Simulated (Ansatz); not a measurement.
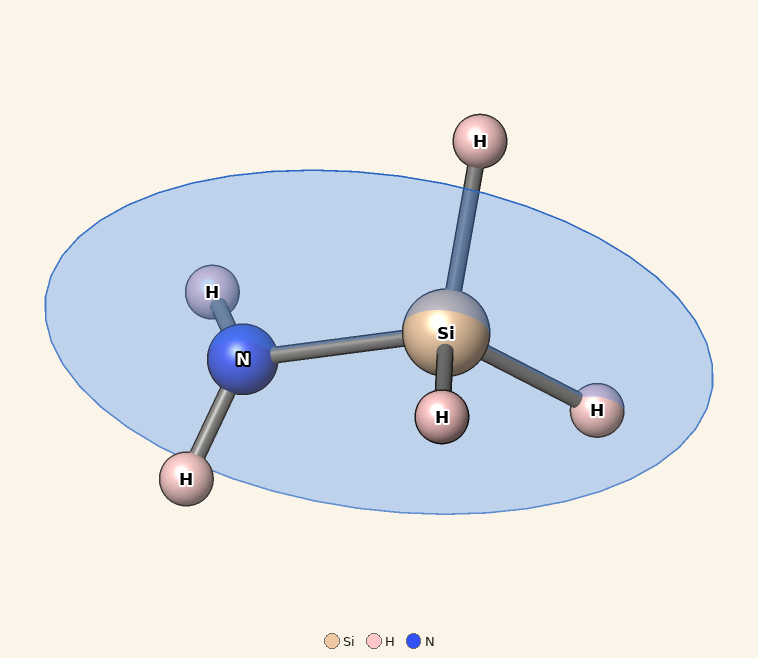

All proper rotation axes (lines) and mirror planes (discs) of the structure are drawn in. Depth is shown by fading: the farther an atom, the more it takes the colour of the background. Computed geometry: PBE0-D4/def2-TZVP optimisation.

Question: Name the symmetry elements and the point group.

Answer: It has 1 mirror plane. Point group Cs. The group has 2 operations. The geometry is achiral, and symmetry allows a dipole moment.
